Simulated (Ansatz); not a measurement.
## Electronic structure of AlB₂H₅O in real space

```yaml
atoms:
  - { symbol: B, position_ang: [0.8727, 0.6117, -0.0942] }
  - { symbol: Al, position_ang: [-0.8539, -0.3066, 0.1738] }
  - { symbol: B, position_ang: [1.2322, -0.6914, 0.8258] }
  - { symbol: O, position_ang: [-2.2855, -0.9905, 0.7461] }
  - { symbol: H, position_ang: [0.3337, -1.5777, 0.8969] }
  - { symbol: H, position_ang: [1.4810, 1.5588, -0.4632] }
  - { symbol: H, position_ang: [1.4115, -0.5675, -0.5230] }
  - { symbol: H, position_ang: [2.2156, -1.0571, 1.3996] }
  - { symbol: H, position_ang: [-3.1689, -0.7505, 0.4736] }
```

Geometry: PBE0-D4/def2-TZVP.

Level of theory: Ansatz 0.2.0, RKS PBE0-D4/def2-TZVPP.

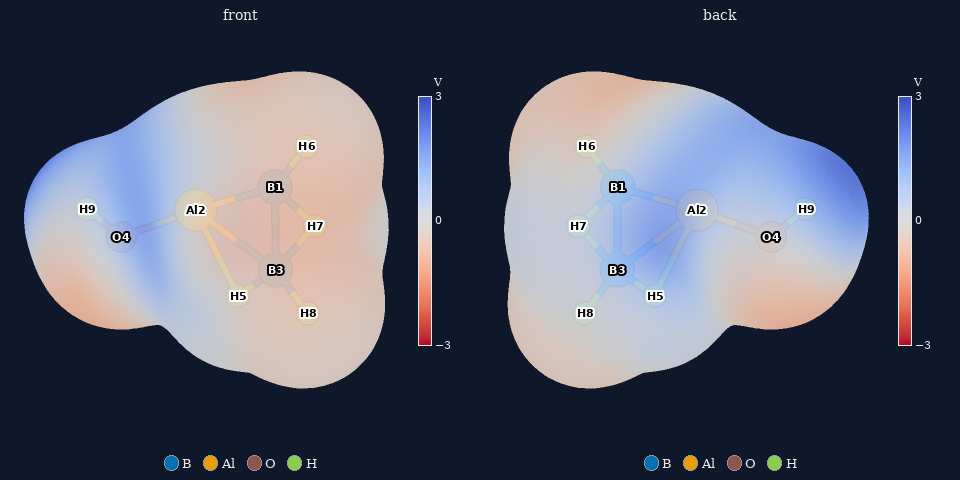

Figure 1. The molecular electrostatic potential painted on the density surface at 0.001 e/bohr³, seen from the front and from behind; the colour scale runs from red (negative) to blue (positive).

Q: Where is the surface potential most negative and most positive?

A: The most negative region (about −0.9 V) lies over O4, the most positive (about +2.3 V) over H9.

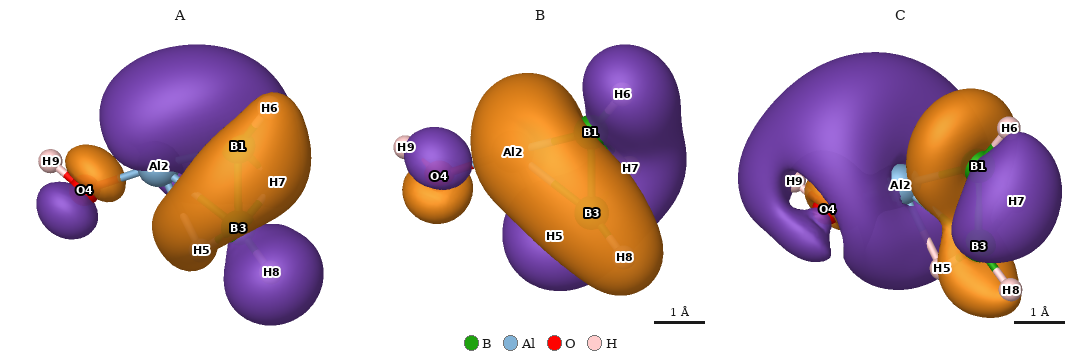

Figure 2. Three frontier orbitals at ±0.06 Å⁻³ᐟ² (orange and purple are the two phases), in no order.

Q: Order the three orbitals by energy and name them.

A: B is the HOMO−1 (−8.38 eV). By Hirshfeld shares it lies mainly on B1 (about 30 %), B3 (about 25 %), Al2 (about 15 %), H5 (about 10 %), H7 (about 5 %) and H6 (about 5 %). A is the HOMO (−6.52 eV). It lies mainly on B1 (about 35 %), Al2 (about 30 %) and B3 (about 20 %). C is the LUMO (−1.29 eV). It lies mainly on Al2 (about 55 %), B1 (about 15 %), O4 (about 10 %), B3 (about 5 %) and H9 (about 5 %).

Q: What is the HOMO–LUMO gap?

A: 5.23 eV between the orbital energies.

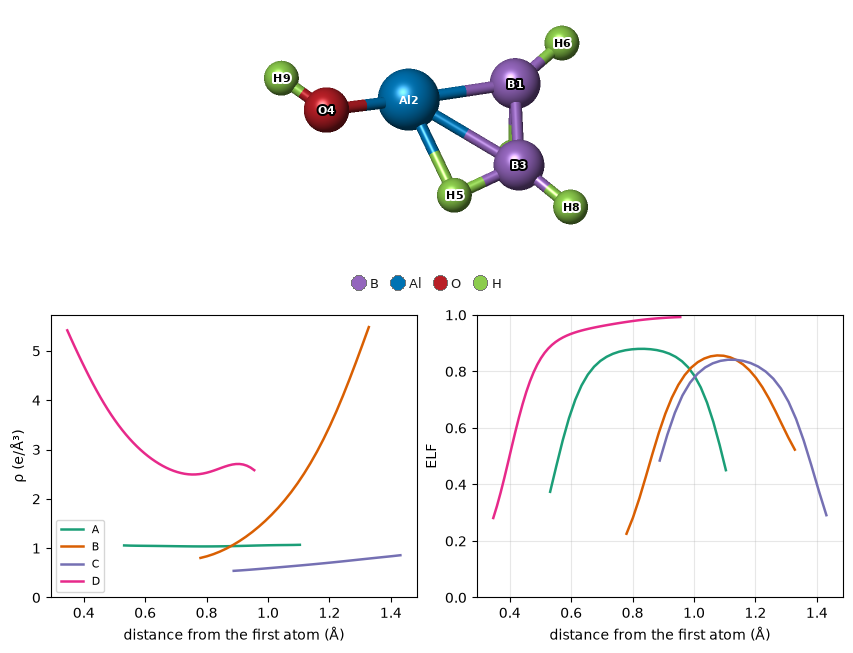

Figure 3. Total electron density and ELF along straight lines between neighbouring atoms. The curves leave out the atomic cores. The structure is drawn too.

Q: Which curve belongs to which contact (Al–B, Al–O, B–B and O–H)? The first atom named is at distance zero.

A: Curve A: B–B (1.64 Å): ρ is about 1 e/Å³ halfway; the ELF peaks at about 0.90 between the atoms, as expected for a shared electron pair. Curve B: Al–O (1.69 Å): ρ at the midpoint is about 0.93 e/Å³; the ELF peaks at about 0.85 in the valence shell of O, 0.6 Å from its nucleus, and is about 0.45 at the midpoint. Curve C: Al–B (1.97 Å): ρ is about 0.59 e/Å³ halfway; the ELF peaks at about 0.85 between the atoms: localised, covalent bonding. Curve D: O–H (0.96 Å): the density is about 3.8 e/Å³ at the midpoint; the ELF climbs to about 1 towards the hydrogen, as it does in any bond to H; a covalent bond by its length.
